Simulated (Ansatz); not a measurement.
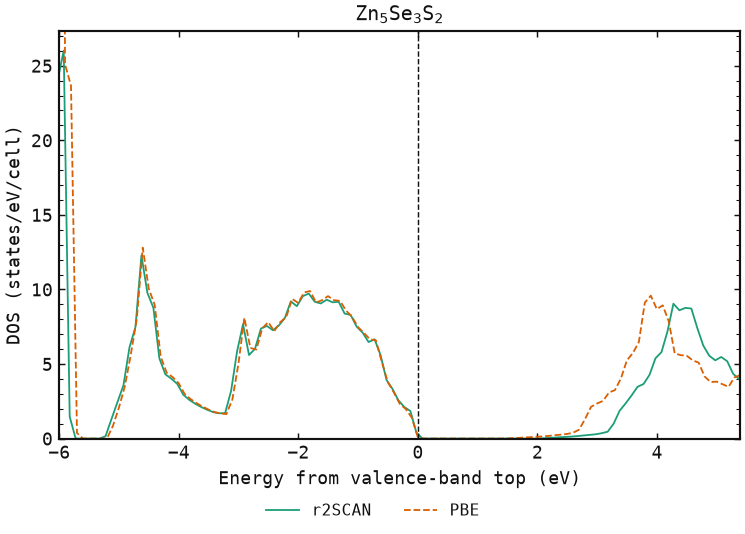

Total densities of states of Zn₅Se₃S₂, space group I-4m2 (No. 119), 10 atoms in the cell, by two methods on the same cell. Each is counted from its own valence-band top.

Q: How do the methods compare?

A: r2SCAN gives a gap of 1.95 eV and PBE gives a gap of 1.39 eV.

Settings. r2SCAN: DFT r2SCAN, scalar-relativistic, plane waves, PAW, no spin polarisation, 10×10×10 k mesh, 500 eV cutoff (Ansatz). PBE: DFT PBE, scalar-relativistic, plane waves, PAW, no spin polarisation, 10×10×10 k mesh, 420 eV cutoff, Gaussian smearing of 0.02 eV (Ansatz).

The structure is an invented one, so it need not be a known or stable phase.
